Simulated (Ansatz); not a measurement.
One crystal and one scan (scan of one atom of the cell) at two levels, PBE (plane waves to 420 eV, PAW, scalar-relativistic; Ansatz, a quantum-chemistry and plane-wave program) and r2SCAN (plane waves to 500 eV, PAW, scalar-relativistic; Ansatz), each from its own relaxed cell and on its own mesh. The cell shown is that of PBE.

Starting cell, ScAl$_{3}$ (Cu3Au type):

```
ScAl3
1.0
    4.10550     0.00000     0.00000
    0.00000     4.10550     0.00000
    0.00000     0.00000     4.10550
Al Sc
3 1
Direct
  0.00000   0.50000   0.50000
  0.50000   0.50000   0.00000
  0.50000   0.00000   0.50000
  0.00000   0.00000   0.00000
```

In each cell atom 1 (Al, nearest neighbour Al at 2.903 Å; its periodic images, 4.1 Å or more away, move with it) moves by s·(0.000, 0.000, 1.000) (along Cartesian z), the rest being held.

E stands for the smeared free energy. ScAl3 is run without spin polarisation. ScAl3 was relaxed with its symmetry unable to fall. With partly filled bands, energies and forces of such displacements shift with the k mesh and the smearing. Percentages come from the unrounded values. Both scans cover s from -0.580 to 0.580 Å.

| quantity | PBE | r2SCAN | PBE − r2SCAN |
|---|---|---|---|
| Lattice constant a (Å) | 4.106 | 4.086 | +0.020 (+0.5 %) |
| Energy at s = 0.580 Å (meV/cell) | 1079 | 1195 | -116 (-9.7 %) |
| Force along the line at s = -0.580 Å (eV/Å) | 3.839 | 4.219 | -0.380 (-9.0 %) |
| Force constant k = d²E/ds² at s = 0 (finite differences) (eV/Å²) | 6.15 | 6.86 | -0.71 (-10 %) |

PBE gives the higher value for: lattice constant a. PBE gives the lower value for: energy at s = 0.580 Å; force along the line at s = -0.580 Å; force constant k = d²E/ds² at s = 0. Both give the same symmetry of the curve: even: the same for both signs.

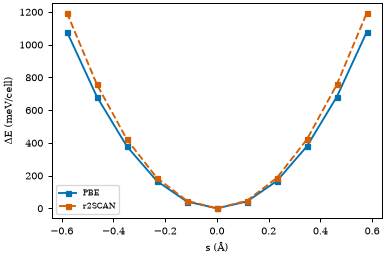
Figure. ΔE, each from the undisplaced structure of its own level.

(A displaced cell: forces are minus the slopes of the energy, force constants its curvatures, and phonons follow from these.)
